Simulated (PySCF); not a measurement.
**C₃H₁₀Si, SMILES `C[SiH](C)C`: what the electrons do**

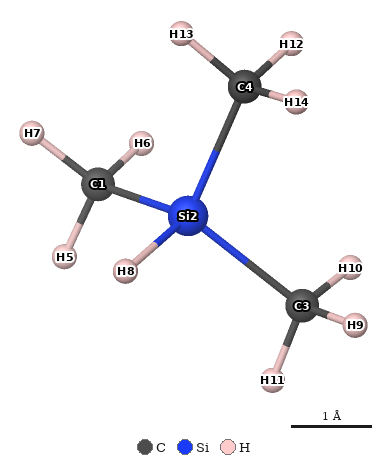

The molecule, with its atoms numbered as below. No frequency check shows the geometry to be a minimum.

Coordinates in Å:

```
C1      -1.7164   -0.5252   -0.2334
Si2     -0.0001   -0.0001    0.4001
C3       1.3130   -1.2238   -0.2331
C4       0.4033    1.7490   -0.2331
H5      -1.9769   -1.5209    0.1128
H6      -1.7548   -0.5357   -1.3192
H7      -2.4894    0.1541    0.1130
H8      -0.0006   -0.0003    1.8754
H9       2.3055   -0.9517    0.1131
H10      1.3432   -1.2501   -1.3190
H11      1.1112   -2.2330    0.1130
H12      0.4135    1.7877   -1.3189
H13     -0.3286    2.4724    0.1132
H14      1.3781    2.0788    0.1134
```

Part 1: Bonding charge

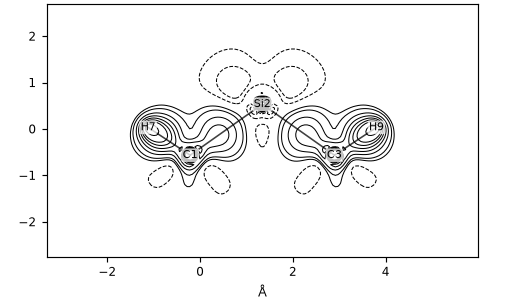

Deformation density (molecule less spherical, spin-averaged free atoms) in the plane of C1, Si2, C3, H7 and H9; contours at ±0.05 to ±0.8 e/Å³; solid lines: gain, dashed lines: loss.

PySCF calculation, PBE0/def2-TZVP, gas phase; geometry: GFN2-xTB.

Q: How much density has each bond in this plane gained at its critical point, relative to the free atoms?

A: C3–H9 and C1–H7: +0.67 e/Å³ at the bond critical point (bond length 1.09 Å, Mayer order 1.0). C1–Si2 and Si2–C3: +0.18 e/Å³ at the bond critical point (bond length 1.90 Å, Mayer order 1.0). In all, 3.0 electrons gather in the regions of gain relative to the promolecule.

Q: Where do the Hirshfeld charges lie?

A: The highest Hirshfeld charge is on Si2 (+0.38 e), the lowest on C1, C3 and C4 (−0.22 e).

Part 2: Local ionisation energy

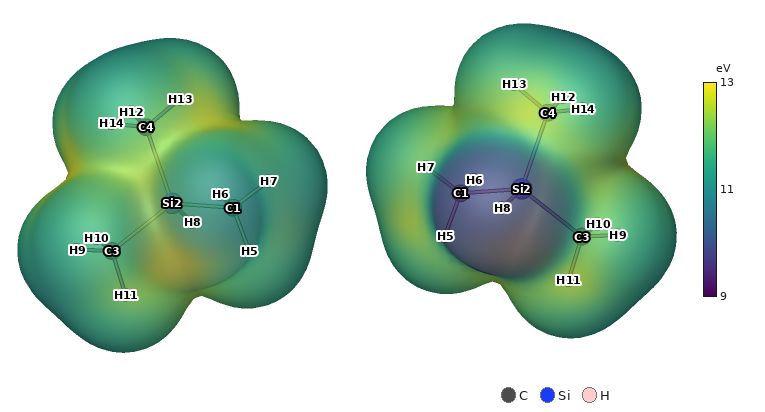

Average local ionisation energy on the surface of electron density 0.001 a.u. (back view left, front view right).

Q: Locate the minima of the map.

A: The lowest value is 9.5 eV, 1.5 Å from H8. Further minima include 11.0 eV, near H6 (1.87 Å), H7 (1.87 Å), H5 (1.91 Å) and C1 (1.99 Å), and at like points elsewhere. For comparison, the highest occupied orbital lies at −8.5 eV.

Q: What volume does the surface enclose, and what is the dipole moment?

A: About 130 Å³; the dipole moment is 0.5 D.

Part 3: In an electric field

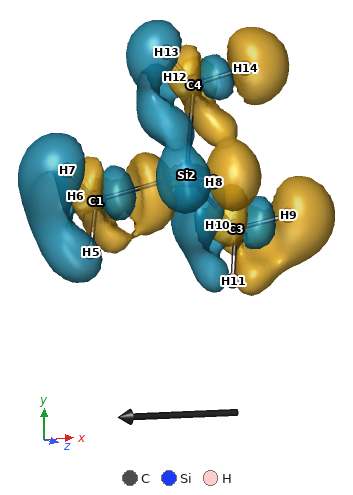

Change of the electron density in a uniform field of 0.21 V/Å along −x (arrow), surfaces at ±0.0015 e/Å³ (yellow: gain, teal: loss).

PySCF calculation, PBE0/def2-TZVP, gas phase; geometry: GFN2-xTB. A basis without diffuse functions makes polarisabilities too small.

The field was applied in both directions; the picture shows the one opposite to the script's first.

Q: How large is the response?

A: The induced dipole is 0.68 D (along the field); α along this axis, from the fields in both directions, is 66 bohr³ (9.8 Å³).

The PySCF runs shown took 12 s and 29 s on 1 thread of Intel(R) Xeon(R) 6975P-C (Granite Rapids) (shared host).
